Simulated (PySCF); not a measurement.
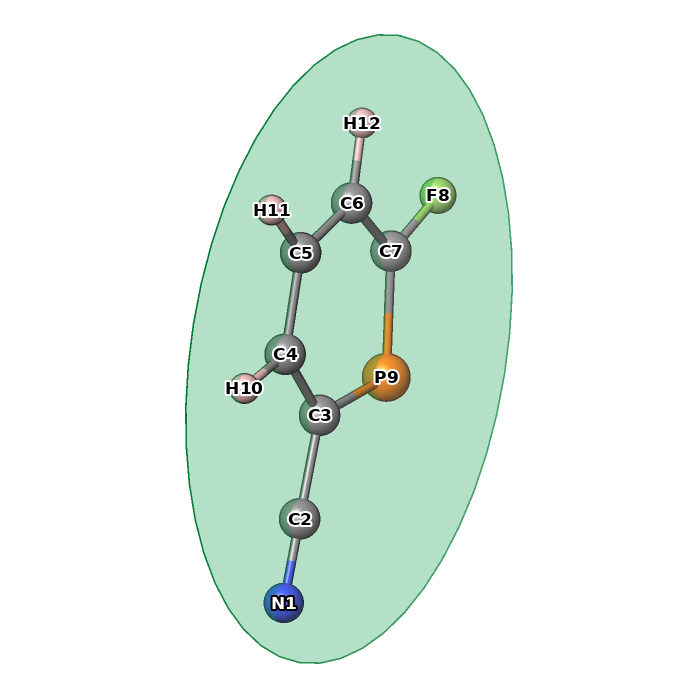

A disc through the centre of mass is drawn in. Distant atoms are faded towards the background colour. Computed geometry: PBE0-D3(BJ)/def2-SVP optimisation. No frequency run is at hand to confirm it as a minimum.

Q: Is the plane of the disc a mirror plane of the structure?

A: Yes. The reflection leaves N1, C2, C3, C4, C5, C6, C7, F8, P9, H10, H11, H12 in place. The point group is Cs.
